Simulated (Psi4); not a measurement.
**SiH3F (SiFH3) at 6 levels**

Wanted: a comparison of 6 runs (HF/STO-3G, M06-2X/6-311G**, MP2/6-311G**, A-CCSD(T)/cc-pCVDZ, LCCSD/aug-cc-pVDZ-DK) of SiH3F (SiFH3). 

Program for the calculation: Psi4 1.11.

4 further runs of the same task are left out: 1 that didn't finish, 3 set aside as unsound or not needed.

### Step 1. Starting point

The species is SiH3F (5 atoms), meant as a singlet with charge 0. SMILES: `[H][Si]([H])([H])F`. The shape is that of a GFN2-xTB optimisation.

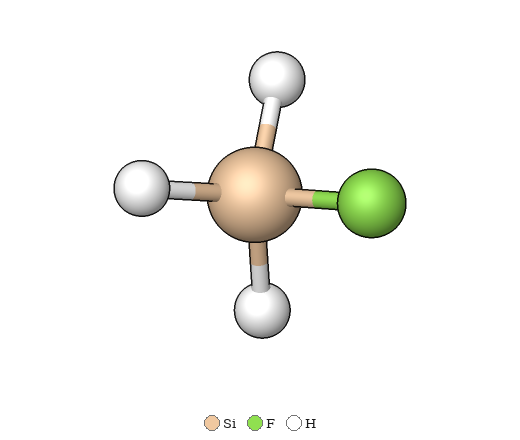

Viewed from a chosen angle; silicon light orange, fluorine green, hydrogen white.

### Step 2. Energy and forces at HF/STO-3G (run 1)

fh3si.xyz reads:

```xyz
5
FH3Si
Si    -0.000700     0.001210    -0.093590
F      0.010860    -0.019140     1.511980
H      1.400270     0.011030    -0.482220
H     -0.709280     1.218920    -0.453380
H     -0.701150    -1.212020    -0.482790
```

run.py reads:

```python
import psi4

psi4.set_memory('1600 MB')
psi4.set_num_threads(1)
psi4.set_output_file('psi4.out', False)

with open('fh3si.xyz') as f:
    atoms = ''.join(f.readlines()[2:])
molecule = psi4.geometry('0 1\n' + atoms + 'symmetry c1\nno_reorient\nno_com')

psi4.set_options({
    'reference': 'rhf',
    'puream': True,
    'e_convergence': 1e-09,
    'd_convergence': 1e-08,
    'scf_type': 'pk',
})

E, wfn = psi4.gradient("scf/STO-3G", return_wfn=True)
psi4.oeprop(wfn, "WIBERG_LOWDIN_INDICES", "MULLIKEN_CHARGES", "QUADRUPOLE", title="SCF")
print('gradient / Eh bohr^-1')
print(E.np.round(6))
print(f'energy = {wfn.energy():.10f} Eh')
for k, v in sorted(psi4.core.scalar_variables().items()):
    print(f'{k:45s} {v:18.10f}')
```

Run with:

```bash
$ python run.py
```

psi4.out:

```text
[...]
  Running in c1 symmetry.
[...]
  Nuclear repulsion =   63.339569017829390
[...]
  Multiplicity = 1
[...]
  Nalpha       = 13
  Nbeta        = 13
[...]
    Number of basis functions: 17
[...]
   @RHF iter   1:  -385.34305597115087   -1.50283e+00   1.20044e-02 ADIIS/DIIS
[...]
   @RHF iter   8:  -385.38643224622069   -1.08002e-12   4.12810e-09 DIIS
[...]
  @RHF Final Energy:  -385.38643224622069
   => Energetics <=
    Nuclear Repulsion Energy =             63.3395690178293904
    One-Electron Energy =                -665.0449981626636600
    Two-Electron Energy =                 216.3189968986135909
    Total Energy =                       -385.3864322462206928
[...]
  -Total Gradient:
     Atom            X                  Y                   Z
    ------   -----------------  -----------------  -----------------
       1        0.000051403003    -0.000058162302     0.003148574262
       2       -0.000101609345     0.000197296790    -0.020021376867
       3        0.018555875449     0.000015738087     0.005544494434
       4       -0.009310471061     0.016000858524     0.005809884032
       5       -0.009195198046    -0.016155731100     0.005518424139
[...]
 Multipole Moments:
 ------------------------------------------------------------------------------------
     Multipole            Electronic (a.u.)      Nuclear  (a.u.)        Total (a.u.)
 ------------------------------------------------------------------------------------
 L = 1.  Multiply by 2.5417464519 to convert [e a0] to [Debye]
 Dipole X            :         -0.1511313            0.1469829           -0.0041484
 Dipole Y            :          0.2668030           -0.2596295            0.0071735
 Dipole Z            :        -21.1106837           20.5586518           -0.5520319
 Magnitude           :                                                    0.5520941
 L = 2.  Multiply by 1.3450342976 to convert [e a0^2] to [Debye ang]
 Quadrupole XX       :        -23.6824083           10.5579026          -13.1245058
 Quadrupole XY       :          0.0040244           -0.0042331           -0.0002087
[...]
  Mulliken Charges: (a.u.)
   Center  Symbol    Alpha    Beta     Spin     Total
       1    SI     6.58576  6.58576  0.00000  0.82849
       2     F     4.67082  4.67082  0.00000 -0.34164
       3     H     0.58115  0.58115  0.00000 -0.16230
       4     H     0.58113  0.58113  0.00000 -0.16226
       5     H     0.58114  0.58114  0.00000 -0.16228
   Total alpha = 13.00000, Total beta = 13.00000, Total charge =  0.00000
  Wiberg Bond Indices using Orthogonal Lowdin Orbitals:
[...]
```

The script printed:

```text
gradient / Eh bohr^-1
[[ 5.1000e-05 -5.8000e-05  3.1490e-03]
 [-1.0200e-04  1.9700e-04 -2.0021e-02]
 [ 1.8556e-02  1.6000e-05  5.5440e-03]
 [-9.3100e-03  1.6001e-02  5.8100e-03]
 [-9.1950e-03 -1.6156e-02  5.5180e-03]]
energy = -385.3864322462 Eh
CURRENT ENERGY                                   -385.3864322462
CURRENT REFERENCE ENERGY                         -385.3864322462
DD SOLVATION ENERGY                                 0.0000000000
HF KINETIC ENERGY                                 380.6295990773
HF POTENTIAL ENERGY                              -766.0160313235
HF TOTAL ENERGY                                  -385.3864322462
HF VIRIAL RATIO                                     2.0124972760
NUCLEAR REPULSION ENERGY                           63.3395690178
ONE-ELECTRON ENERGY                              -665.0449981627
PCM POLARIZATION ENERGY                             0.0000000000
PE ENERGY                                           0.0000000000
SCF ITERATION ENERGY                             -385.3864322462
SCF ITERATIONS                                      8.0000000000
SCF TOTAL ENERGY                                 -385.3864322462
TWO-ELECTRON ENERGY                               216.3189968986
```

Run time: 1.2 s. Hardware: 1 thread of Intel Xeon 6975P-C (Granite Rapids), shared host; peak memory 0.18 GiB.

### Step 3. Energy and gradient at M06-2X/6-311G(d,p) (run 2)

input.json reads:

```json
{
 "schema_name": "qcschema_input",
 "schema_version": 1,
 "molecule": {
  "schema_name": "qcschema_molecule",
  "schema_version": 2,
  "symbols": ["Si", "F", "H", "H", "H"],
  "geometry": [-0.00132281, 0.00228657, -0.17685947, 0.02052243, -0.03616936, 2.85722811, 2.6461268, 0.02084368, -0.91126373, -1.34034495, 2.30342497, -0.85676403, -1.32498147, -2.29038586, -0.91234088],
  "molecular_charge": 0,
  "molecular_multiplicity": 1,
  "fix_symmetry": "c1"
 },
 "driver": "gradient",
 "model": {
  "method": "m06-2x",
  "basis": "6-311G**"
 },
 "keywords": {
  "reference": "rks",
  "puream": true,
  "e_convergence": 1e-09,
  "d_convergence": 1e-08,
  "scf_type": "pk",
  "dft_radial_points": 99,
  "dft_spherical_points": 590
 }
}
```

Run with:

```bash
$ psi4 --qcschema input.json -n 1 --memory 1600MB
```

stdout:

```text
[...]
  Running in c1 symmetry.
[...]
  Nuclear repulsion =   63.339568948557861
[...]
  Multiplicity = 1
[...]
  Nalpha       = 13
  Nbeta        = 13
[...]
    Number of basis functions: 62
[...]
   @RKS iter   1:  -391.11291714964506   -4.45084e-01   6.21202e-03 ADIIS/DIIS
[...]
   @RKS iter   9:  -391.15254029182012   -5.05906e-12   7.35952e-09 DIIS
[...]
    Orbital Energies [Eh]
    ---------------------
    Doubly Occupied:
       1A    -67.026963     2A    -25.204304     3A     -5.576973
       4A     -3.890346     5A     -3.887281     6A     -3.887280
       7A     -1.312333     8A     -0.647575     9A     -0.528157
      10A     -0.528135    11A     -0.523475    12A     -0.411255
      13A     -0.411248
[...]
  @RKS Final Energy:  -391.15254029182012
   => Energetics <=
    Nuclear Repulsion Energy =             63.3395689485578615
    One-Electron Energy =                -668.6748560918664452
    Two-Electron Energy =                 229.6726904187780463
    DFT Exchange-Correlation Energy =     -15.4899435672895116
    Empirical Dispersion Energy =           0.0000000000000000
    VV10 Nonlocal Energy =                  0.0000000000000000
    Total Energy =                       -391.1525402918200598
[...]
 Multipole Moments:
 ------------------------------------------------------------------------------------
     Multipole            Electronic (a.u.)      Nuclear  (a.u.)        Total (a.u.)
 ------------------------------------------------------------------------------------
 L = 1.  Multiply by 2.5417464519 to convert [e a0] to [Debye]
 Dipole X            :          0.0208672           -0.0264596           -0.0055924
 Dipole Y            :         -0.0369042            0.0466792            0.0097750
 Dipole Z            :          2.9321394           -3.6913191           -0.7591796
 Magnitude           :                                                    0.7592632
[...]
  -Total Gradient:
     Atom            X                  Y                   Z
    ------   -----------------  -----------------  -----------------
       1       -0.000083967726     0.000174668050    -0.014400825023
       2       -0.000042473846     0.000088827926    -0.010252787669
       3       -0.006147271324    -0.000109372687     0.008285529646
       4        0.003147827654    -0.005420689361     0.008071126454
       5        0.003129473766     0.005262827395     0.008274575041
[...]
```

The result, in JSON:

```text
{
 "driver": "gradient",
 "model": {
  "method": "m06-2x",
  "basis": "6-311G**"
 },
 "success": true,
 "return_result": [-8.396772582137577e-05, 0.0001746680500457075, -0.014400825023320706, -4.2473846099782696e-05, 8.882792637128229e-05, -0.010252787669184305, -0.006147271323620279, -0.00010937268741739194, 0.008285529646306456, 0.00314782765440888, -0.005420689360863144, 0.00807112645367868, 0.0031294737657517613, 0.005262827395086989, 0.008274575041120658],
 "properties": {
  "calcinfo_nbasis": 62,
  "calcinfo_nmo": 62,
  "calcinfo_nalpha": 13,
  "calcinfo_nbeta": 13,
  "calcinfo_natom": 5,
  "nuclear_repulsion_energy": 63.33956894855786,
  "return_energy": -391.1525402918201,
  "return_gradient": [-8.396772582137577e-05, 0.0001746680500457075, -0.014400825023320706, -4.2473846099782696e-05, 8.882792637128229e-05, -0.010252787669184305, -0.006147271323620279, -0.00010937268741739194, 0.008285529646306456, 0.00314782765440888, -0.005420689360863144, 0.00807112645367868, 0.0031294737657517613, 0.005262827395086989, 0.008274575041120658],
  "scf_one_electron_energy": -668.6748560918664,
  "scf_two_electron_energy": 229.67269041877805,
  "scf_xc_energy": -15.489943567289512,
  "scf_dipole_moment": [-0.005592431247564422, 0.009774973304026296, -0.7591796386852958],
  "scf_total_energy": -391.1525402918201,
  "scf_total_gradient": [-8.396772582137577e-05, 0.0001746680500457075, -0.014400825023320706, -4.2473846099782696e-05, 8.882792637128229e-05, -0.010252787669184305, -0.006147271323620279, -0.00010937268741739194, 0.008285529646306456, 0.00314782765440888, -0.005420689360863144, 0.00807112645367868, 0.0031294737657517613, 0.005262827395086989, 0.008274575041120658],
  "scf_iterations": 9
 }
}
```

Run time: 9 s. Hardware: 1 thread of Intel Xeon 6975P-C (Granite Rapids), shared host; peak memory 1.3 GiB.

Runs 3 to 5 aren't shown in full; the table further down has their settings and results.

### Step 4. The energy at LCCSD/aug-cc-pVDZ-DK (density fitting) (run 6)

calc.in reads:

```
memory 1.6 GB

molecule m {
  Si    -0.000700     0.001210    -0.093590
  F      0.010860    -0.019140     1.511980
  H      1.400270     0.011030    -0.482220
  H     -0.709280     1.218920    -0.453380
  H     -0.701150    -1.212020    -0.482790
  units angstrom
}

set {
  reference   rhf
  freeze_core true
}

E = energy("lccsd/aug-cc-pVDZ-DK")
```

Run with:

```bash
$ psi4 -i calc.in -o calc.out -n 1
```

calc.out:

```text
[...]
  Running in c1 symmetry.
[...]
  Nuclear repulsion =   63.339569017829390
[...]
  Multiplicity = 1
[...]
  Nalpha       = 13
  Nbeta        = 13
[...]
    Number of basis functions: 77
[...]
   @RHF iter   1:  -389.99776370462774   -6.07584e-01   4.04658e-03 DIIS/ADIIS
[...]
   @RHF iter   9:  -390.04427377445302   -1.47224e-11   7.64221e-09 DIIS
[...]
    Orbital Energies [Eh]
    ---------------------
    Doubly Occupied:
       1A    -68.727626     2A    -26.275808     3A     -6.166777
       4A     -4.276750     5A     -4.275088     6A     -4.275087
       7A     -1.581437     8A     -0.777785     9A     -0.660078
      10A     -0.660056    11A     -0.635235    12A     -0.496342
      13A     -0.496320
[...]
  @RHF Final Energy:  -390.04427377445302
   => Energetics <=
    Nuclear Repulsion Energy =             63.3395690178293904
    One-Electron Energy =                -668.1589081063842741
    Two-Electron Energy =                 214.7750653141018802
    Total Energy =                       -390.0442737744530177
[...]
 Multipole Moments:
 ------------------------------------------------------------------------------------
     Multipole            Electronic (a.u.)      Nuclear  (a.u.)        Total (a.u.)
 ------------------------------------------------------------------------------------
 L = 1.  Multiply by 2.5417464519 to convert [e a0] to [Debye]
 Dipole X            :          0.0211620           -0.0264596           -0.0052977
 Dipole Y            :         -0.0374390            0.0466791            0.0092402
 Dipole Z            :          2.9760208           -3.6913191           -0.7152983
 Magnitude           :                                                    0.7153775
[...]
      * SCS-MP2 total energy:                 -390.362093095500
[...]
      * MP2 total energy:                     -390.360766530241
[...]
```

Wall time 5.4 s (1 thread of Intel Xeon 6975P-C (Granite Rapids), shared host); peak memory 0.43 GiB.

### Step 5. All runs side by side

```csv
run,level,integration grid,integrals,energy (Eh),HOMO energy (eV),LUMO energy (eV),HOMO–LUMO gap (eV),wall time
1,HF/STO-3G,–,pk,-385.386432,-10.37,12.83,23.19,1.2 s
2,M06-2X/6-311G**,99 radial × 590 angular,pk,-391.152540,-11.19,0.64,11.83,9 s
3,"MP2/6-311G** (density fitting, density fitting for correlation)",–,df,-390.511410,–,–,–,1.7 s
4,A-CCSD(T)/cc-pCVDZ,–,direct,-390.487762,-13.49,3.47,16.95,9 s
5,"LCCSD/aug-cc-pVDZ-DK (DKH3, density fitting)",–,df,-391.212532,-13.50,1.09,14.59,5.4 s
6,LCCSD/aug-cc-pVDZ-DK (density fitting),–,df,-390.392981,-13.51,1.09,14.60,5.4 s
```

### Step 6. Results

| quantity | value |
| --- | --- |
| run 6: total energy | -390.39298 Eh |
| run 6: HOMO energy (Hartree–Fock orbitals) | -13.51 eV |
| run 6: LUMO energy (Hartree–Fock orbitals) | 1.09 eV |
| run 6: HOMO–LUMO gap (Hartree–Fock orbitals) | 14.60 eV |
| run 6: correlation energy (6 core orbitals frozen) | -348.7 mEh |

**Reading.** Some runs of one species differ in core potentials or relativity; totals across that change don't compare. In run 1 the basis is minimal, so the values are rough. In run 6 relativity is left out where basis or elements ask for it. All runs together took 32 s, the longest 9 s.
